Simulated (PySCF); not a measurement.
## Rh⁸⁺: atomic calculation

- system: Rh⁸⁺, configuration 1s2 2s2 2p6 3s2 3p6 3d10 4s2 4p6 4d1, multiplicity 2.
- method: unrestricted HF, def2-TZVP with ECP28, scalar-relativistic core potential (PySCF)

Outcome:

- outcome: converged
- total energy (valence electrons, under a core potential): −93.123788 hartree
- ⟨S²⟩: 0.752
- ⟨L²⟩: 6.02
- SCF iterations: 5
- hardware: 1 thread of Arm Neoverse N1, 40 GiB of memory available, shared host

What is odd here:

The input is odd on purpose: basis of the neutral atom used for a highly charged ion. The program ran to the end. Its numbers are those of this setting; this run alone doesn't show how far the oddity moves them.

The input:
```python
from pyscf import gto, scf, dft, mp, cc
import basis_set_exchange as bse
txt = bse.get_basis("def2-TZVP", elements=["Rh"], fmt="nwchem", header=False)
cut = txt.index("\nECP")
mol = gto.M(atom="Rh 0 0 0", charge=8, spin=1, symmetry="D2h",
            basis=gto.basis.parse(txt[:cut]),
            ecp={"Rh": gto.basis.parse_ecp(txt[cut:])})
mf = scf.UHF(mol)
mf.irrep_nelec = {'Ag': (1, 1), 'B1g': (1, 0), 'B1u': (1, 1), 'B2u': (1, 1), 'B3u': (1, 1)}
mf.kernel()
```

The script is an equivalent of what the driver set up; the driver started from orbitals of its own, so the log can be shorter than this script's would be, and it computed the properties (radii, ⟨L²⟩, response) afterwards. It held the occupations shell by shell, which the script's counts by irreducible representation don't always enforce.

The run was one of a batch that the task file lists, launched with:
```bash
OMP_NUM_THREADS=1 python <driver script> TASK.json OUT
```

Output (extracts):
```
damping factor = 0
level_shift factor = 0
DIIS = <class 'pyscf.scf.diis.CDIIS'>
diis_start_cycle = 1
diis_space = 10
diis_damp = 0
SCF conv_tol = 1e-09
SCF conv_tol_grad = None
number electrons alpha = 5  beta = 4
cycle= 1 E= -93.12362905613  delta_E= -0.00547  |g|= 0.0252  |ddm|= 0.0491
cycle= 2 E= -93.1237815940083  delta_E= -0.000153  |g|= 0.00501  |ddm|= 0.00844
cycle= 3 E= -93.1237883079706  delta_E= -6.71e-06  |g|= 0.000393  |ddm|= 0.00232
cycle= 4 E= -93.1237883525343  delta_E= -4.46e-08  |g|= 1.19e-05  |ddm|= 0.000229
cycle= 5 E= -93.1237883525701  delta_E= -3.58e-11  |g|= 5.55e-07  |ddm|= 5.76e-06
converged SCF energy = -93.1237883525701  <S^2> = 0.75179024  2S+1 = 2.0017894
```

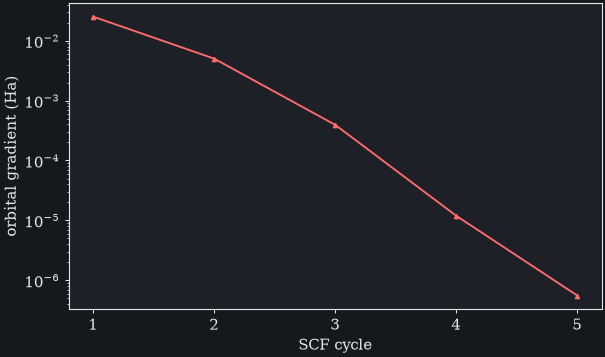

*Convergence: orbital gradient against the SCF cycle.*

The residual falls at every step. It goes from 0.025 to 5.5×10⁻⁷ in 5 steps.

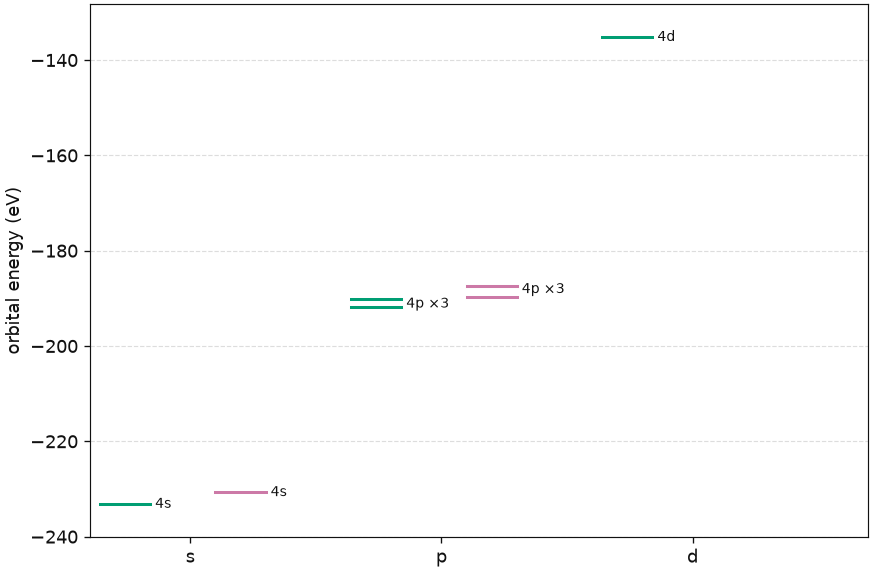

*Orbital energies of the mean field, from the top down to −233.2 eV, by angular momentum, α spin at the left of each column and β at the right; ×n counts the orbitals under one label.*

The highest filled orbital is 4d α at −135.2 eV, the lowest empty one d α at −115.9 eV.

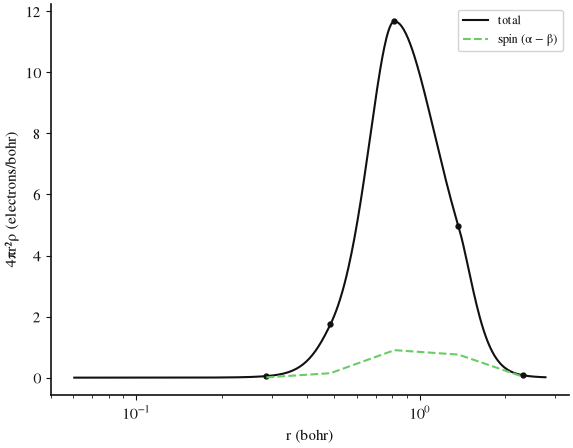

*Spherically averaged radial density 4πr²ρ of the mean field (valence electrons alone, under a core potential) and its spin part; markers are the stored points, which are sparse, and the line is a monotone interpolation between them.*

The largest stored value is 11.7 electrons/bohr at r = 0.81 bohr. Root-mean-square radii of the shells: 4s 0.999, 4p 1.08, 4d 1.23 bohr.
